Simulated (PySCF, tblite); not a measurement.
# C₅H₈FNO: a rotation path, then NMR shifts on frames, part 2 of 2

tblite 0.8.0 and PySCF 2.14.0. Atoms count from 0. The steps go on from the part before.

**5. NMR shieldings: image 5, PBE0/pcSseg-1**

The job: settings as JSON, then the geometry in Å.

```
{"job": {"kind": "nmr", "xc": "PBE0", "basis": "pcSseg-1", "pop": false}, "charge": 0, "multiplicity": 1}
C     -2.534000     0.416200    -0.650900
C     -1.417500    -0.488000    -0.164500
F     -1.801400    -1.083500     1.034900
O     -0.286900     0.261500     0.041000
C      0.880000    -0.471300     0.380100
C      2.031000     0.538300     0.532000
C      3.020100     0.345100    -0.497800
N      3.784800     0.152800    -1.325100
H     -2.250000     0.853800    -1.603000
H     -3.450000    -0.155500    -0.765900
H     -2.687600     1.207300     0.078200
H     -1.237200    -1.340900    -0.846200
H      1.102600    -1.200900    -0.413500
H      0.715100    -1.020400     1.314900
H      2.509300     0.448800     1.509700
H      1.614000     1.545600     0.441700
```

Method: GIAO PBE0/pcSseg-1 NMR shielding, non-relativistic, gas phase.

Output:

```text
coarse grid: 13624 points
cycle   1  E = -424.4412327157  dE =  1.020e+00  |g| = 7.954e-01  |ddm| = 3.439e+00
cycle   2  E = -424.2397409925  dE =  2.015e-01  |g| = 1.303e+00  |ddm| = 1.410e+00
cycle   3  E = -424.5496472208  dE = -3.099e-01  |g| = 2.469e-01  |ddm| = 9.528e-01
cycle   4  E = -424.5614142044  dE = -1.177e-02  |g| = 7.418e-02  |ddm| = 1.833e-01
cycle   5  E = -424.5624483878  dE = -1.034e-03  |g| = 1.794e-02  |ddm| = 5.799e-02
cycle   6  E = -424.5625150578  dE = -6.667e-05  |g| = 3.701e-03  |ddm| = 1.419e-02
cycle   7  E = -424.5625173925  dE = -2.335e-06  |g| = 1.415e-03  |ddm| = 3.057e-03
final grid: 132824 points
cycle   8  E = -424.6268655962  dE = -3.630e-05  |g| = 1.140e-02  |ddm| = 2.388e-02
cycle   9  E = -424.6268461614  dE =  1.943e-05  |g| = 1.574e-02  |ddm| = 1.536e-02
cycle  10  E = -424.6268899103  dE = -4.375e-05  |g| = 1.364e-03  |ddm| = 9.078e-03
cycle  11  E = -424.6268903039  dE = -3.936e-07  |g| = 2.494e-04  |ddm| = 1.203e-03
cycle  12  E = -424.6268903110  dE = -7.132e-09  |g| = 1.603e-04  |ddm| = 2.603e-04
cycle  13  E = -424.6268903148  dE = -3.818e-09  |g| = 5.601e-05  |ddm| = 1.199e-04
cycle  14  E = -424.6268903154  dE = -6.087e-10  |g| = 1.875e-05  |ddm| = 4.041e-05
converged SCF energy = -424.6268903154

GIAO shielding tensors (ppm)
atom      isotropic    diamagn.    paramagn.     s11        s22        s33       span
  0 C      162.672     248.521     -85.849    144.235    155.979    187.801     43.566
  1 C       72.383     241.285    -168.901     48.136     72.269     96.746     48.611
  2 F      321.783     475.832    -154.049    231.091    361.730    372.527    141.436
  3 O      222.945     401.783    -178.838    161.081    204.264    303.490    142.409
  4 C      116.274     245.688    -129.414     83.486    108.306    157.031     73.545
  5 C      168.168     248.155     -79.987    151.103    167.647    185.753     34.650
  6 C       62.629     259.522    -196.894    -59.512    -46.485    293.882    353.394
  7 N      -33.186     338.965    -372.151   -202.896   -190.463    293.803    496.699
  8 H       30.401      29.968       0.433     26.345     28.788     36.072      9.727
  9 H       30.248      27.457       2.790     26.446     27.791     36.507     10.061
 10 H       30.016      29.607       0.409     26.748     28.645     34.654      7.905
 11 H       26.105      31.073      -4.968     24.394     25.317     28.603      4.208
 12 H       27.895      32.460      -4.565     23.885     27.664     32.136      8.251
 13 H       27.109      31.208      -4.099     21.650     28.723     30.954      9.304
 14 H       29.008      26.676       2.332     23.938     28.156     34.929     10.991
 15 H       29.117      29.246      -0.129     24.706     29.113     33.533      8.827
```

Run time: 15 s. Hardware: 1 thread of AMD EPYC 9R14, shared host; peak memory 0.81 GiB.

This run: δ C6 124.3, C1 114.5, C4 70.7, C0 24.3, H11 5.61, H13 4.61 ppm.

**6. Nuclear shieldings: image 6, PBE0/pcSseg-1**

The job: settings as JSON, then the geometry in Å.

```
{"job": {"kind": "nmr", "xc": "PBE0", "basis": "pcSseg-1", "pop": false}, "charge": 0, "multiplicity": 1}
C     -2.485700     0.416200    -0.719100
C     -1.404900    -0.486200    -0.155300
F     -1.833500    -1.005000     1.065000
O     -0.260900     0.245600     0.038000
C      0.877100    -0.493800     0.450800
C      2.047300     0.493900     0.576900
C      2.891900     0.437300    -0.589800
N      3.545400     0.351400    -1.523400
H     -2.166500     0.794200    -1.685500
H     -3.412500    -0.139100    -0.827200
H     -2.638000     1.249700    -0.038400
H     -1.230000    -1.379800    -0.784000
H      1.104000    -1.275000    -0.290500
H      0.675100    -0.978600     1.413800
H      2.647800     0.275200     1.462700
H      1.636000     1.502800     0.671600
```

With the program's defaults for keys left out, this is: GIAO PBE0/pcSseg-1 NMR shielding, non-relativistic, gas phase.

Output:

```text
coarse grid: 13624 points
cycle   1  E = -424.4417575380  dE =  1.021e+00  |g| = 7.957e-01  |ddm| = 3.442e+00
cycle   2  E = -424.2412882905  dE =  2.005e-01  |g| = 1.301e+00  |ddm| = 1.405e+00
cycle   3  E = -424.5504310283  dE = -3.091e-01  |g| = 2.468e-01  |ddm| = 9.477e-01
cycle   4  E = -424.5621703382  dE = -1.174e-02  |g| = 7.442e-02  |ddm| = 1.837e-01
cycle   5  E = -424.5632109865  dE = -1.041e-03  |g| = 1.800e-02  |ddm| = 5.801e-02
cycle   6  E = -424.5632778528  dE = -6.687e-05  |g| = 3.711e-03  |ddm| = 1.404e-02
cycle   7  E = -424.5632801838  dE = -2.331e-06  |g| = 1.423e-03  |ddm| = 3.045e-03
final grid: 132824 points
cycle   8  E = -424.6280425106  dE = -3.542e-05  |g| = 1.136e-02  |ddm| = 2.426e-02
cycle   9  E = -424.6280229141  dE =  1.960e-05  |g| = 1.573e-02  |ddm| = 1.511e-02
cycle  10  E = -424.6280665695  dE = -4.366e-05  |g| = 1.349e-03  |ddm| = 8.927e-03
cycle  11  E = -424.6280669569  dE = -3.874e-07  |g| = 2.290e-04  |ddm| = 1.181e-03
cycle  12  E = -424.6280669637  dE = -6.778e-09  |g| = 1.339e-04  |ddm| = 2.339e-04
cycle  13  E = -424.6280669662  dE = -2.495e-09  |g| = 3.546e-05  |ddm| = 8.884e-05
cycle  14  E = -424.6280669664  dE = -1.825e-10  |g| = 2.003e-05  |ddm| = 2.997e-05
converged SCF energy = -424.6280669664

GIAO shielding tensors (ppm)
atom      isotropic    diamagn.    paramagn.     s11        s22        s33       span
  0 C      162.691     248.617     -85.926    144.342    155.967    187.763     43.422
  1 C       72.257     241.424    -169.167     47.874     72.281     96.616     48.742
  2 F      322.014     475.850    -153.836    231.352    361.905    372.787    141.435
  3 O      223.493     402.204    -178.712    165.851    205.869    298.759    132.908
  4 C      116.101     245.745    -129.644     85.243    107.999    155.061     69.819
  5 C      167.816     248.489     -80.673    154.469    165.460    183.520     29.051
  6 C       62.191     259.566    -197.375    -59.636    -46.873    293.082    352.719
  7 N      -32.038     339.295    -371.333   -203.020   -190.255    297.161    500.181
  8 H       30.365      30.139       0.226     26.299     28.775     36.021      9.722
  9 H       30.247      27.559       2.689     26.445     27.790     36.506     10.061
 10 H       30.005      29.728       0.277     26.741     28.631     34.642      7.901
 11 H       26.077      31.145      -5.068     24.305     25.314     28.612      4.307
 12 H       27.878      32.225      -4.347     24.096     27.650     31.888      7.792
 13 H       27.193      31.224      -4.031     21.562     28.800     31.217      9.655
 14 H       29.142      26.432       2.710     23.918     28.187     35.320     11.403
 15 H       29.112      29.204      -0.093     25.041     28.662     33.632      8.591
```

Wall time 14 s (1 thread of AMD EPYC 9R14, shared host); peak memory 0.92 GiB.

This run: δ C6 124.7, C1 114.7, C4 70.8, C0 24.2, H11 5.64, H13 4.52 ppm.

**7. NMR shieldings: image 8, PBE0/pcSseg-1**

The job: settings as JSON, then the geometry in Å.

```
{"job": {"kind": "nmr", "xc": "PBE0", "basis": "pcSseg-1", "pop": false}, "charge": 0, "multiplicity": 1}
C     -2.380700     0.407800    -0.850400
C     -1.361700    -0.476100    -0.160000
F     -1.890800    -0.925400     1.047600
O     -0.219300     0.240600     0.084700
C      0.855700    -0.503100     0.632900
C      2.098300     0.390100     0.622800
C      2.573100     0.597900    -0.722900
N      2.949200     0.742200    -1.791800
H     -1.993800     0.707300    -1.818800
H     -3.312100    -0.136300    -0.973800
H     -2.553500     1.292100    -0.243500
H     -1.154600    -1.402300    -0.729000
H      1.025700    -1.411800     0.035800
H      0.619300    -0.799700     1.663600
H      2.894000    -0.073800     1.210500
H      1.843700     1.359300     1.058200
```

Level: GIAO PBE0/pcSseg-1 NMR shielding, non-relativistic, gas phase.

Output:

```text
coarse grid: 13624 points
cycle   1  E = -424.4461614598  dE =  1.029e+00  |g| = 7.941e-01  |ddm| = 3.447e+00
cycle   2  E = -424.2497799977  dE =  1.964e-01  |g| = 1.292e+00  |ddm| = 1.423e+00
cycle   3  E = -424.5546845836  dE = -3.049e-01  |g| = 2.465e-01  |ddm| = 9.581e-01
cycle   4  E = -424.5663777657  dE = -1.169e-02  |g| = 7.472e-02  |ddm| = 1.831e-01
cycle   5  E = -424.5674244750  dE = -1.047e-03  |g| = 1.822e-02  |ddm| = 5.775e-02
cycle   6  E = -424.5674921887  dE = -6.771e-05  |g| = 3.781e-03  |ddm| = 1.429e-02
cycle   7  E = -424.5674945452  dE = -2.356e-06  |g| = 1.479e-03  |ddm| = 3.151e-03
final grid: 132824 points
cycle   8  E = -424.6316058447  dE = -3.496e-05  |g| = 1.170e-02  |ddm| = 2.407e-02
cycle   9  E = -424.6315847621  dE =  2.108e-05  |g| = 1.626e-02  |ddm| = 1.589e-02
cycle  10  E = -424.6316311207  dE = -4.636e-05  |g| = 1.377e-03  |ddm| = 9.476e-03
cycle  11  E = -424.6316315278  dE = -4.071e-07  |g| = 2.386e-04  |ddm| = 1.235e-03
cycle  12  E = -424.6316315345  dE = -6.722e-09  |g| = 1.480e-04  |ddm| = 2.479e-04
cycle  13  E = -424.6316315376  dE = -3.086e-09  |g| = 4.849e-05  |ddm| = 1.060e-04
cycle  14  E = -424.6316315380  dE = -4.312e-10  |g| = 1.979e-05  |ddm| = 3.732e-05
converged SCF energy = -424.6316315380

GIAO shielding tensors (ppm)
atom      isotropic    diamagn.    paramagn.     s11        s22        s33       span
  0 C      163.029     248.726     -85.697    144.882    156.355    187.851     42.970
  1 C       71.404     242.251    -170.847     47.607     71.273     95.331     47.724
  2 F      318.517     476.125    -157.608    231.204    360.547    363.800    132.596
  3 O      225.630     402.788    -177.158    171.729    222.205    282.956    111.227
  4 C      116.169     245.607    -129.438     87.542    104.623    156.342     68.800
  5 C      167.213     249.324     -82.111    157.260    165.672    178.708     21.448
  6 C       63.365     259.937    -196.573    -54.638    -46.922    291.654    346.292
  7 N      -32.260     340.123    -372.382   -205.645   -195.863    304.728    510.373
  8 H       30.276      30.497      -0.221     26.190     28.756     35.883      9.693
  9 H       30.248      27.788       2.460     26.408     27.820     36.516     10.108
 10 H       29.981      29.963       0.018     26.676     28.575     34.691      8.015
 11 H       26.030      31.497      -5.467     24.152     25.400     28.539      4.388
 12 H       28.032      31.756      -3.724     24.224     27.822     32.051      7.827
 13 H       27.321      30.868      -3.547     21.808     28.460     31.695      9.886
 14 H       29.416      26.166       3.249     24.251     27.927     36.069     11.818
 15 H       29.052      28.941       0.112     25.286     27.635     34.237      8.951
```

It took 16 s on 1 thread of AMD EPYC 9R14, shared host; peak memory 0.81 GiB.

This run: δ C6 123.6, C1 115.5, C4 70.8, C0 23.9, H11 5.69, H13 4.40 ppm.

**8. Side by side: NMR shifts**

Shifts (ppm) of some atoms, chosen among heavy atoms and hydrogens apart, with basis size and wall time:

```
  frame     C6    C4   H13   H14      F2     O3     N7  functions  time
image 0  120.6  69.1  4.46  2.65  -147.7  108.8  303.2        176  17 s
image 2  121.4  69.4  4.61  2.79  -148.0  110.7  303.4        176  15 s
image 5  124.3  70.7  4.61  2.71  -150.8  113.1  300.9        176  15 s
image 6  124.7  70.8  4.52  2.58  -151.1  112.6  299.8        176  14 s
image 8  123.6  70.8  4.40  2.30  -147.6  110.4  300.0        176  16 s
```

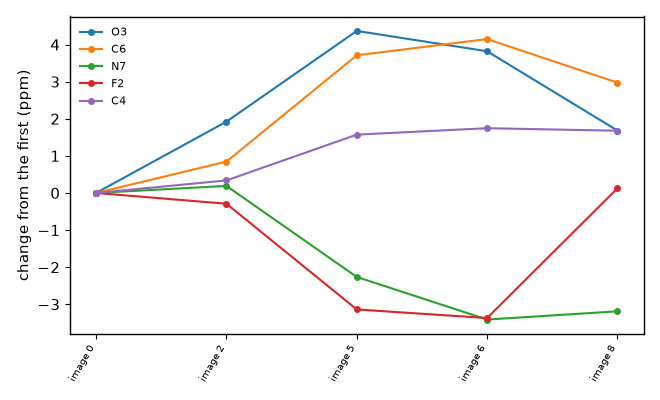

How five of the tabulated atoms move from run to run.

**9. Outcome**

This closing draws on all 2 parts.

| quantity | value |
| --- | --- |
| barrier | 0.060 eV (1.4 kcal/mol) at image 5 |
| end to end (GFN2-xTB) | 0.004 eV |
| ¹³C shifts against TMS (PBE0/pcSseg-1, image 0) | 120.6, 114.3, 69.1, 24.0, 18.7 ppm |
| ¹H shifts against TMS (PBE0/pcSseg-1, image 0) | 5.67, 4.46, 3.68, 2.65, 2.61, 1.72, 1.49, 1.25 ppm |
| ¹⁹F shifts against CFCl3 (PBE0/pcSseg-1, image 0) | -147.7 ppm |
| ¹⁷O shifts against H2O (PBE0/pcSseg-1, image 0) | 108.8 ppm |
| ¹⁵N shifts against NH3 (PBE0/pcSseg-1, image 0) | 303.2 ppm |
| range of the shift of O3 | 108.8 to 113.1 ppm |

In words: Along the band the dihedral turns by 110°, and the top (dihedral 246°) lies 1.4 kcal/mol above the start (GFN2-xTB, rough), so at room temperature this motion is fast. The top was not checked by a frequency run. Shifts at one fixed geometry are not the observed spectrum, which averages over the motion. In the first frame run (image 0): Shielding is most anisotropic at N7 (span 515 ppm, paramagnetic term -374 ppm). In ppm, O3 moves most: its shift spreads over 4.4 ppm, from 108.8 (image 0) to 113.1 (image 5).
